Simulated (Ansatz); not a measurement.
**Cl3HSi···H2S: density, localisation and related maps**

```
atom    x (Å)    y (Å)    z (Å)
  Si   0.1789   0.0707  -0.1740
   H  -0.0275   0.0254   1.2808
  Cl   2.2108  -0.0289  -0.5444
  Cl  -0.5358   1.7910  -1.0412
  Cl  -0.6756  -1.5866  -1.0748
   S  -2.8449   0.1626   1.3123
   H  -2.9497  -0.9857   0.5913
   H  -1.7296  -0.3213   1.9717
```

Not at a stationary point (largest force 0.7 eV/Å).

All numbers below come from RKS PBE-D4/def2-SVP (Ansatz).

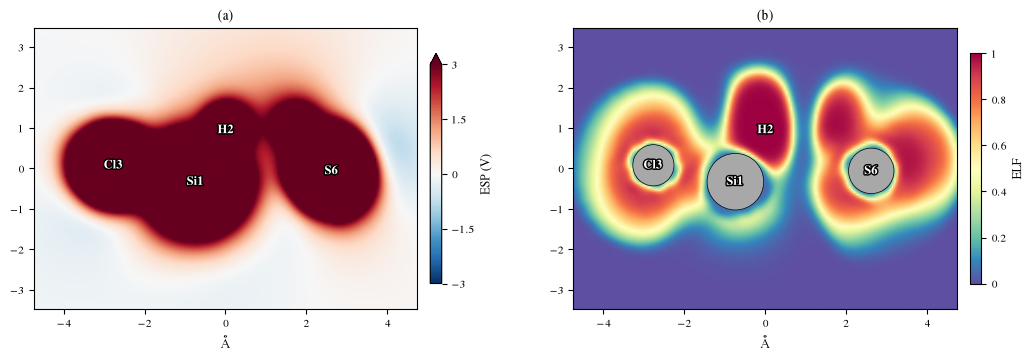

Figure 1. (a) electrostatic potential; (b) electron localisation function on the plane of atoms H2, Si1 and Cl3. Grey discs cover the atomic cores in the ELF map.

Interpret the plot.

Answer. The plane passes through Si, H, Cl and S nuclei.
Si–Cl (2.07 Å): the ELF peaks at about 0.90 between the atoms, as expected for a polar covalent bond.
Si–H (1.47 Å): the ELF climbs to about 1 towards the hydrogen, as it does in any bond to H.
The ELF also peaks beside Cl3 and S6, away from the bonds: lone-pair regions.
Outside the dense part of the complex the potential is most negative (−0.8 V) near S6.

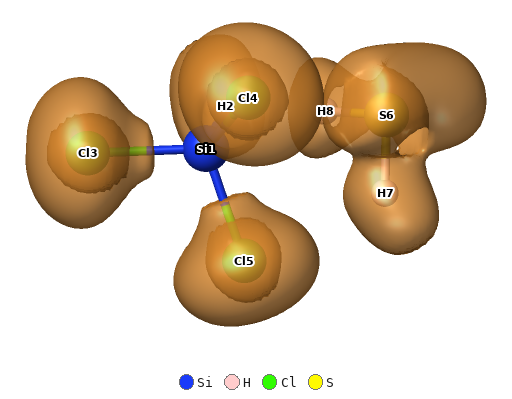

Figure 2. Isosurface of the ELF at 0.75 (orange), seen at a tilt. Only the valence region is drawn (cores and ρ < 0.01 e/Å³ removed).

What do the ELF domains correspond to?

Answer. At this value the surface marks out one region around a hydrogen nucleus, three regions on Cl in which the atom's valence shell and bonds are merged and one joined region spread over several atoms (H, S), in which their bonds and any lone pairs are merged.


H2···H8 (1.87 Å): the ELF dips to about 0.10 between them. Si–Cl (2.05 Å): the ELF peaks at about 0.85 between the atoms, as expected for a shared but strongly polarised pair.

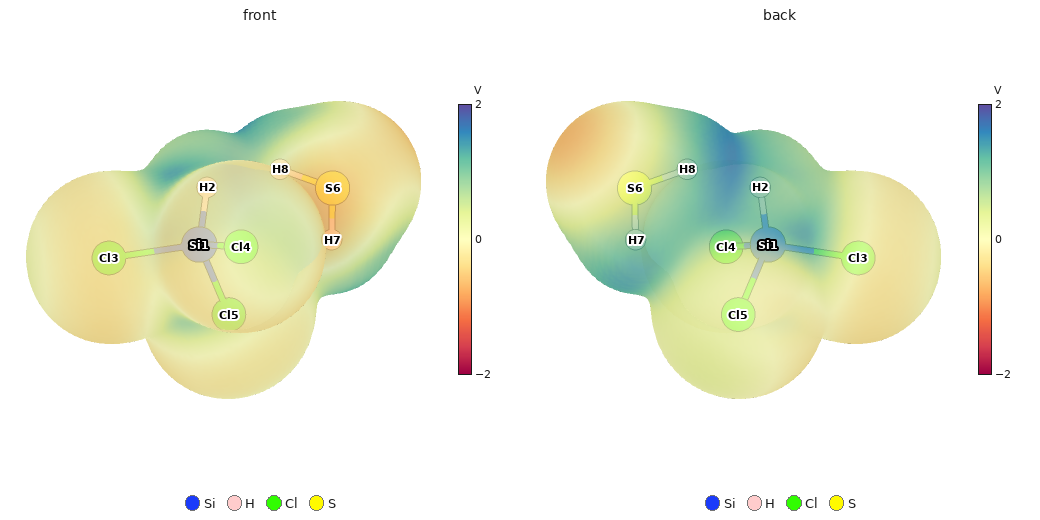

Figure 3. The molecular electrostatic potential painted on the density surface at 0.002 e/bohr³, seen from the front and from behind; the colour scale runs from red (negative) to blue (positive).

Where is the surface potential most negative and most positive?

Answer. The most negative region (about −0.7 V) lies over Cl4 and S6, the most positive (about +1.6 V) over the gap between the two molecules, near H2 and H8. Cl4 shows a σ-hole: about +0.2 V at the tip opposite its bond, against about −0.3 V on its flanks.

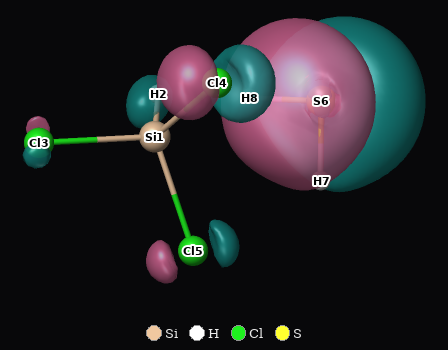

Figure 4. The HOMO at ±0.08 Å⁻³ᐟ² (teal and pink are the two phases), seen at an oblique angle.

Describe this orbital and give its energy.

Answer. Its weight (Hirshfeld) is mainly on S6 (about 85 %); largely a lone pair of S6. Its energy is −6.23 eV.
